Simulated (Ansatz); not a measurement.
**I4Si (SMILES I[Si](I)(I)I): density, localisation and related maps**

```xyz
5

I    -1.1602   -0.0009    2.1197
Si    0.0100   -0.0147   -0.0083
I     2.0675   -1.2867    0.2076
I    -1.4000   -1.0371   -1.7007
I     0.5325    2.2657   -0.6596
```

Geometry: PBE0-D4/def2-TZVP; core potentials replace the inner electrons of I.

These are results of Ansatz, RKS PBE0-D4/def2-TZVPP, not measurements.

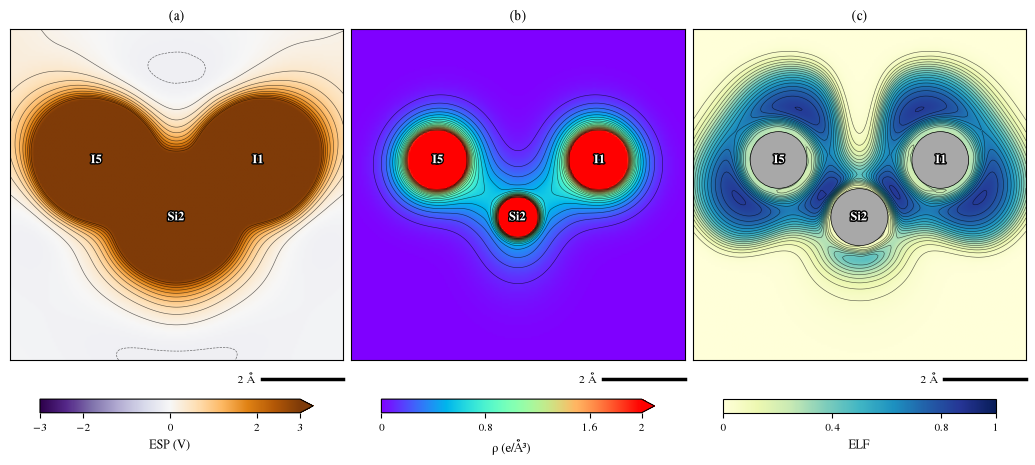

Figure 1. (a) electrostatic potential; (b) electron density; (c) ELF on the plane of atoms I1, Si2 and I5. Grey discs cover the atomic cores in the ELF map.

What do the fields say about this system?

Answer.
- Atoms in the plane: I and Si.
- Si–I (2.43 Å): ρ at the midpoint is about 0.66 e/Å³, with its minimum of 0.58 e/Å³ about 0.8 Å from Si; the ELF peaks at about 0.85 between the atoms (a covalent bond).
- The ELF also peaks beside I5 and I1, away from the bonds: lone-pair regions.
- The potential has no marked negative region in this plane.

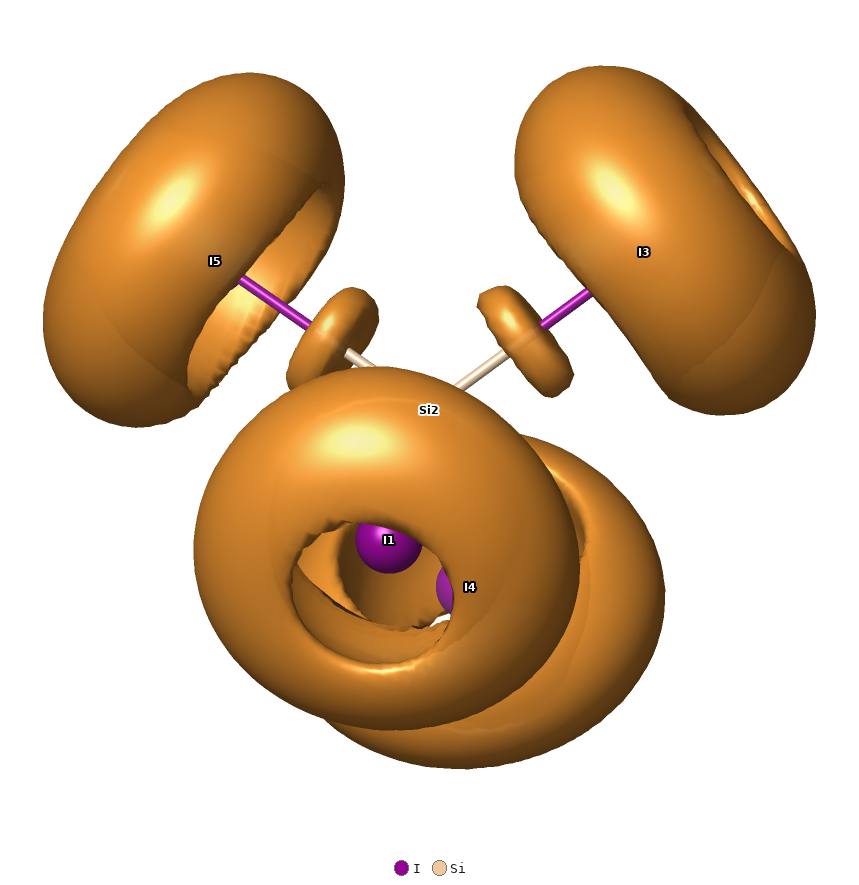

Figure 2. Isosurface of the electron localisation function at 0.75 (orange), seen across its widest extent. Only the valence region is drawn (cores and ρ < 0.01 e/Å³ removed).

Identify the bonds, lone pairs and shells in this picture.

Answer. The surface consists of four regions between bonded I–Si atoms (shared pairs) and four rings or bowls of non-bonding electrons around I.

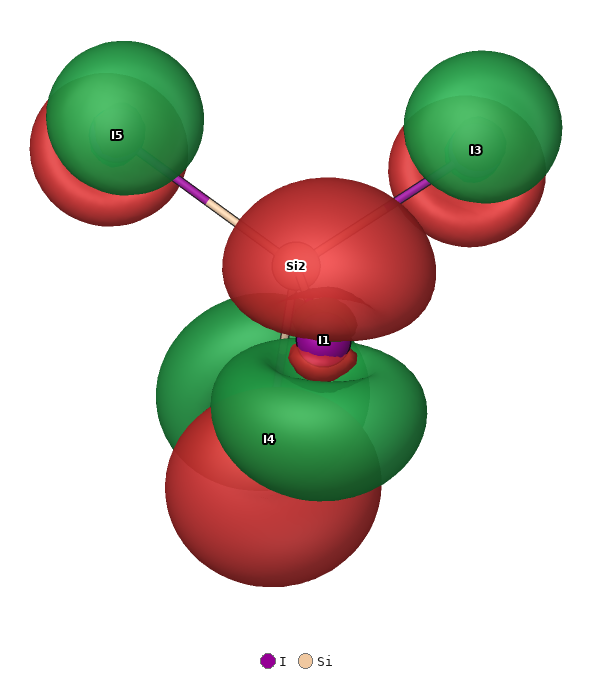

Figure 3. The HOMO at ±0.1 Å⁻³ᐟ² (green and red are the two phases), seen at a tilt.

Describe this orbital and give its energy.

Answer. It lies mainly on I1 (about 35 %), I4 (about 35 %), I3 (about 10 %) and I5 (about 10 %); largely a combination of lone pairs on I1, I4, I3 and I5. It is one of a degenerate set, so its orientation is arbitrary. Its energy is −7.69 eV.

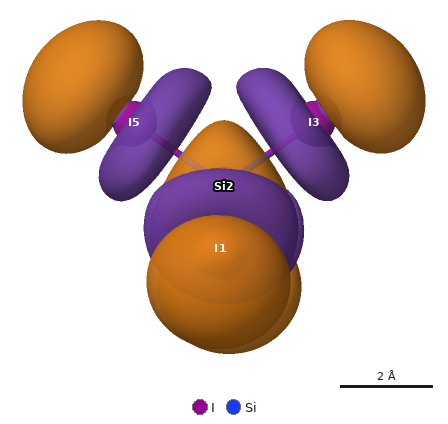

Figure 4. The LUMO at ±0.04 Å⁻³ᐟ² (orange and purple are the two phases), seen across its widest extent.

Where does this orbital lie, and at what energy?

Answer. Its weight (Hirshfeld) is mainly on Si2 (about 25 %), I1 (about 20 %), I3 (about 20 %), I4 (about 20 %) and I5 (about 20 %). Its energy is −2.61 eV.
